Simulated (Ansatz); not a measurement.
# BNH (doublet): correlated methods under varied settings

What do other methods and options give for BNH (doublet) at this geometry, and how long do they take?

Program: Ansatz 0.2.0, Gaussian basis. Level of theory: the settings change from run to run. These are calculated values, not measurements.

17 further runs of the same task are left out: 11 that didn't finish, 6 set aside as unsound or not needed.

## (1) The system

The geometry is a PBE0/def2-TZVP stationary point (not a proven minimum).

3 atoms, charge 0, spin multiplicity 2.

Atoms are counted from 1 here; the program's logs count them from 0.

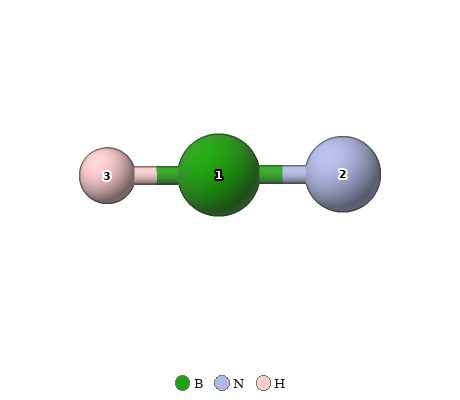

The geometry (boron green, nitrogen light blue, hydrogen pink); atoms are numbered from 1 in the order of the file.

Geometry (Å):

```xyz
3
charge 0, multiplicity 2
B     0.00000    0.00000    0.04392
N     0.00000    0.00000   -1.26174
H     0.00000    0.00000    1.21782
```

## (2) MP2 on UHF/def2-SVP

Input file in.yaml:

```yaml
crystal:
  periodic: [false, false, false]
  atoms:
    - {symbol: B, position_ang: [0.000000, 0.000000, 0.043923]}
    - {symbol: N, position_ang: [0.000000, 0.000000, -1.261739]}
    - {symbol: H, position_ang: [0.000000, 0.000000, 1.217815]}
basis:
  gaussian: {orbitals: def2-SVP}
magnetization: {spin_polarized: true, initial_magnetization: 1}
correlation: {method: mp2, electrons: all}
```

Started as:

```
ansatz run in.yaml --threads 1 --pin off --events-out ev --progress --plain --max-ram 2393MiB
```

What it wrote:

```text
Functional definition: HF
  name "HF"
  cite "Fock, Z. Phys. 61, 126 (1930) doi:10.1007/BF01340294"
  parent pbe
  exchange = exact_x
  correlation = 0
337 factors; integrals over basis functions are off by at most 1.1e-3 eV
mean field evaluation 1: about -2163.4775 eV, gradient 1.7e1 eV
mean field evaluation 2: about -2163.4790 eV, gradient 1.7e1 eV
mean field evaluation 4: about -2165.1024 eV, gradient 1.6e0 eV
mean field evaluation 8: about -2165.1427 eV, gradient 4.5e-2 eV
mean field evaluation 16: about -2164.0618 eV, gradient 6.7e-2 eV
mean field evaluation 32: about -2164.4911 eV, gradient 9.9e0 eV
mean field -2165.14274046 eV, -79.5675281253 hartree, gradient 2.6e-6 eV, S^2 0.785020; 10 other end points of the search recorded, 0 dependent functions left out
reference -2165.14274046 eV, -79.5675281253 hartree; 7, 6 occupied and 26, 27 virtual orbitals, 337 factors
second order -5.56745196 eV of doubles, -0.00000000 eV of singles
Total energy: -2170.71019242 eV, -79.7721282112 hartree
```

It took 0.33 s on 1 thread of Arm Neoverse V1, shared host.

From the report: ⟨S²⟩ of the determinant 0.785 (pure doublet: 0.75).

## (3) CCSDT on ROHF/6-31G

Input file in.yaml:

```yaml
crystal:
  periodic: [false, false, false]
  atoms:
    - {symbol: B, position_ang: [0.000000, 0.000000, 0.043923]}
    - {symbol: N, position_ang: [0.000000, 0.000000, -1.261739]}
    - {symbol: H, position_ang: [0.000000, 0.000000, 1.217815]}
basis:
  gaussian: {orbitals: 6-31G}
magnetization: {spin_polarized: false, initial_magnetization: 1}
correlation: {method: ccsdt, electrons: outside_noble_gas}
scf: {lower_state_search: light}
output: {forces: true}
```

Same command.

What it wrote, shortened:

```text
Functional definition: HF
  name "HF"
  cite "Fock, Z. Phys. 61, 126 (1930) doi:10.1007/BF01340294"
  parent pbe
[...]
447 factors; integrals over basis functions are off by at most 7.4e-8 eV
[...]
mean field -2165.84862149 eV, -79.5934687748 hartree, gradient 2.6e-6 eV, S^2 0.750000; 6 other end points of the search recorded, 0 dependent functions left out
[...]
determinant -2165.84862149 eV, -79.5934687748 hartree, with singles and doubles -2170.07421084 eV, -79.7487563191 hartree
determinant -2164.69961562 eV, -79.5512435878 hartree, with singles and doubles -2169.45591354 eV, -79.7260343126 hartree
2 core orbitals not correlated: weight in the atoms' cores, before any rotation towards them, 1.000 or more for the frozen orbitals, at most 0.000 for the correlated occupied ones
reference -2165.84862149 eV, -79.5934687748 hartree; 5, 4 occupied and 13, 14 virtual orbitals, 447 factors
second order -3.76721281 eV of doubles, -0.01120004 eV of singles
cycle   1  -3.96307568 eV  change   -1.8e-1 eV  update   8.4e-2
[...]
cycle  17  -4.37886688 eV  change    6.6e-7 eV  update   5.4e-7
[...]
Total energy: -2170.22748837 eV, -79.7543891644 hartree
Atom 0 at     0.000000     0.000000     0.043923 Å, force     0.000000    -0.000000     2.404671 eV/Å
Atom 1 at     0.000000     0.000000    -1.261739 Å, force    -0.000000    -0.000000    -2.562006 eV/Å
Atom 2 at     0.000000     0.000000     1.217815 Å, force    -0.000000    -0.000000     0.157335 eV/Å
Dipole moment:    -0.000000    -0.000000     0.527226 e Å
```

It took 4.4 s on 1 thread of Arm Neoverse V1, shared host.

From the report: correlation -4.3789 eV; T1 0.021; largest double amplitude 0.13.

## (4) CISD/def2-SVPD

in.yaml: that of step 3 with these lines changed.

```diff
@@ -7,5 +7,5 @@
 basis:
-  gaussian: {orbitals: 6-31G}
+  gaussian: {orbitals: def2-SVPD}
 magnetization: {spin_polarized: false, initial_magnetization: 1}
-correlation: {method: ccsdt, electrons: outside_noble_gas}
+correlation: {active_space: {ras: {orbitals: [4, 1, 41], electrons: 9, max_holes: 2, max_particles: 2}, fixed_orbitals: true}}
 scf: {lower_state_search: light}
```

The command is unchanged.

What it wrote, shortened:

```text
Functional definition: HF
  name "HF"
  cite "Fock, Z. Phys. 61, 126 (1930) doi:10.1007/BF01340294"
  parent pbe
[...]
474 factors; integrals over basis functions are off by at most 8.0e-4 eV
[...]
mean field -2165.17512171 eV, -79.5687181146 hartree, gradient 1.9e-6 eV, S^2 0.750000; 6 other end points of the search recorded, 0 dependent functions left out
reference -2165.17512171 eV, -79.5687181146 hartree; 7, 6 occupied and 41, 42 virtual orbitals, 474 factors
state -2171.22658235 eV, -79.7911051910 hartree
[...]
Total energy: -2171.22658235 eV, -79.7911051910 hartree
Atom 0 at     0.000000     0.000000     0.043923 Å, force     0.000000    -0.000000     0.298550 eV/Å
Atom 1 at     0.000000     0.000000    -1.261739 Å, force    -0.000000    -0.000000    -0.406289 eV/Å
Atom 2 at     0.000000     0.000000     1.217815 Å, force     0.000000     0.000000     0.107740 eV/Å
Dipole moment:     0.000000    -0.000000     0.593750 e Å
```

It took 3.8 s on 1 thread of Arm Neoverse V1, shared host.

From the report: 19,896 determinants.

## (5) CISD/cc-pVDZ

Input file in.yaml:

```yaml
crystal:
  periodic: [false, false, false]
  atoms:
    - {symbol: B, position_ang: [0.000000, 0.000000, 0.043923]}
    - {symbol: N, position_ang: [0.000000, 0.000000, -1.261739]}
    - {symbol: H, position_ang: [0.000000, 0.000000, 1.217815]}
basis:
  gaussian: {orbitals: cc-pVDZ}
magnetization: {spin_polarized: false, initial_magnetization: 1}
correlation: {active_space: {ras: {orbitals: [6, 1, 26], electrons: 13, max_holes: 2, max_particles: 2}, fixed_orbitals: true}}
```

The command is unchanged.

What it wrote:

```text
Functional definition: HF
  name "HF"
  cite "Fock, Z. Phys. 61, 126 (1930) doi:10.1007/BF01340294"
  parent pbe
  exchange = exact_x
  correlation = 0
311 factors; integrals over basis functions are off by at most 1.4e-3 eV
mean field evaluation 1: about -2165.5477 eV, gradient 2.1e1 eV
mean field evaluation 2: about -2165.5491 eV, gradient 2.1e1 eV
mean field evaluation 4: about -2167.0002 eV, gradient 2.6e0 eV
mean field evaluation 8: about -2167.0449 eV, gradient 3.6e-3 eV
mean field evaluation 16: about -2167.0449 eV, gradient 2.7e-6 eV
mean field evaluation 32: about -2165.6308 eV, gradient 1.4e-4 eV
mean field -2167.04487390 eV, -79.6374302399 hartree, gradient 3.1e-6 eV, S^2 0.750000; 6 other end points of the search recorded, 0 dependent functions left out
reference -2167.04487390 eV, -79.6374302399 hartree; 7, 6 occupied and 26, 27 virtual orbitals, 311 factors
state -2172.95377537 eV, -79.8545783639 hartree
Total energy: -2172.95377537 eV, -79.8545783639 hartree
```

Wall time 2.2 s (1 thread of Arm Neoverse V1, shared host).

From the report: 18,473 determinants.

## (6) CCSDT(Q) on ROHF/cc-pVDZ

in.yaml: that of step 5 with these lines changed.

```diff
@@ -9,2 +9,3 @@
 magnetization: {spin_polarized: false, initial_magnetization: 1}
-correlation: {active_space: {ras: {orbitals: [6, 1, 26], electrons: 13, max_holes: 2, max_particles: 2}, fixed_orbitals: true}}
+correlation: {method: ccsdt_q, electrons: valence, diis_vectors: 1}
+scf: {lower_state_search: off}
```

Launched as before.

What it wrote, shortened:

```text
Functional definition: HF
  name "HF"
  cite "Fock, Z. Phys. 61, 126 (1930) doi:10.1007/BF01340294"
  parent pbe
[...]
575 factors; integrals over basis functions are off by at most 1.9e-7 eV
[...]
mean field -2167.04489306 eV, -79.6374309440 hartree, gradient 3.1e-6 eV, S^2 0.750000; 0 other end points of the search recorded, 0 dependent functions left out
2 core orbitals not correlated: weight in the atoms' cores, before any rotation towards them, 1.000 or more for the frozen orbitals, at most 0.000 for the correlated occupied ones
reference -2167.04489306 eV, -79.6374309440 hartree; 5, 4 occupied and 26, 27 virtual orbitals, 575 factors
second order -5.50421800 eV of doubles, -0.04844619 eV of singles
cycle   1  -5.91690533 eV  change   -3.6e-1 eV  update   8.2e-2
[...]
cycle  45  -6.41898416 eV  change   -1.0e-7 eV  update   6.0e-7
perturbative correction -0.01764863 eV, -0.0006485751 hartree
Total energy: -2173.48152584 eV, -79.8739728359 hartree
Checks for a lower state left out: stability, starts, cluster_reference, orbital_swaps, neighbouring_geometries, increment
```

Run time: 11 s. Hardware: 1 thread of Arm Neoverse V1, shared host.

From the report: correlation -6.4366 eV; T1 0.021; largest double amplitude 0.11.

## (7) CCSD on UHF/6-31++G**

Input file in.yaml:

```yaml
crystal:
  periodic: [false, false, false]
  atoms:
    - {symbol: B, position_ang: [0.000000, 0.000000, 0.043923]}
    - {symbol: N, position_ang: [0.000000, 0.000000, -1.261739]}
    - {symbol: H, position_ang: [0.000000, 0.000000, 1.217815]}
basis:
  gaussian: {orbitals: "6-31++G**", point_charges: [{charge: -0.50, position_ang: [4.509, 0.254, -0.017]}]}
magnetization: {spin_polarized: true, initial_magnetization: 1}
correlation: {method: ccsd, electrons: valence}
output: {forces: true}
```

Launched as before.

What it wrote, shortened:

```text
Functional definition: HF
  name "HF"
  cite "Fock, Z. Phys. 61, 126 (1930) doi:10.1007/BF01340294"
  parent pbe
[...]
397 factors; integrals over basis functions are off by at most 8.4e-4 eV
[...]
mean field -2167.12392695 eV, -79.6403353862 hartree, gradient 2.7e-6 eV, S^2 0.780716; 13 other end points of the search recorded, 0 dependent functions left out
determinant -2167.12392695 eV, -79.6403353862 hartree, with singles and doubles -2173.33262924 eV, -79.8685009867 hartree
determinant -2167.07405693 eV, -79.6385026966 hartree, with singles and doubles -2173.28691599 eV, -79.8668210557 hartree
determinant -2165.86504541 eV, -79.5940723426 hartree, with singles and doubles -2172.26981852 eV, -79.8294434131 hartree
determinant -2167.12392695 eV, -79.6403353862 hartree, with singles and doubles -2173.32814207 eV, -79.8683360863 hartree
determinant -2167.07405693 eV, -79.6385026966 hartree, with singles and doubles -2173.28230522 eV, -79.8666516131 hartree
2 core orbitals not correlated: weight in the atoms' cores, before any rotation towards them, 1.000 or more for the frozen orbitals, at most 0.000 for the correlated occupied ones
reference -2167.12392695 eV, -79.6403353862 hartree; 5, 4 occupied and 37, 38 virtual orbitals, 397 factors
second order -5.57058243 eV of doubles, -0.00000000 eV of singles
cycle   1  -6.20421398 eV  change    1.1e-6 eV  update   3.9e-6
[...]
cycle  13  -6.20421297 eV  change   -1.6e-8 eV  update   1.7e-8
[...]
the multipliers restart with 30 DIIS vectors
Total energy: -2173.32813993 eV, -79.8683360076 hartree
Atom 0 at     0.000000     0.000000     0.043923 Å, force     0.249000     0.014027     1.023136 eV/Å
Atom 1 at     0.000000     0.000000    -1.261739 Å, force    -0.159686    -0.008996    -0.879506 eV/Å
Atom 2 at     0.000000     0.000000     1.217815 Å, force    -0.047891    -0.002698    -0.177962 eV/Å
Dipole moment:     0.041044     0.002312     0.588037 e Å
```

It took 16 s on 1 thread of Arm Neoverse V1, shared host.

From the report: ⟨S²⟩ of the determinant 0.781 (pure doublet: 0.75); correlation -6.2042 eV; T1 0.026; largest double amplitude 0.07.

## (8) All runs side by side

Where basis and cores are those of an earlier FCI/6-31G run (-2170.2413 eV), and the state is the same kind, the miss against it is given.

```tsv
level	correlated	functions	energy (eV)	from FCI (meV)	time
MP2 on UHF/def2-SVP	all	33	-2170.7102		0.33 s
CCSDT on ROHF/6-31G	outside noble gas	20	-2170.2275	13.8	4.4 s
CISD/def2-SVPD	outside noble gas	48	-2171.2266		3.8 s
CISD/cc-pVDZ	all	33	-2172.9538		2.2 s
CCSDT(Q) on ROHF/cc-pVDZ	valence	33	-2173.4815		11 s
CCSD on UHF/6-31++G** (beside a point charge)	valence	44	-2173.3281		16 s
```

## (9) What came out

```
quantity                                                value
    runs                                                    6
quickest                          MP2 on UHF/def2-SVP, 0.33 s
 slowest  CCSD on UHF/6-31++G** (beside a point charge), 16 s
```

What this shows: Total energies in different bases, with other cores or another treatment of relativity can't be set against each other. CCSD on UHF/6-31++G** (beside a point charge) took 49 times as long as MP2 on UHF/def2-SVP; the jobs differ in more than the method.
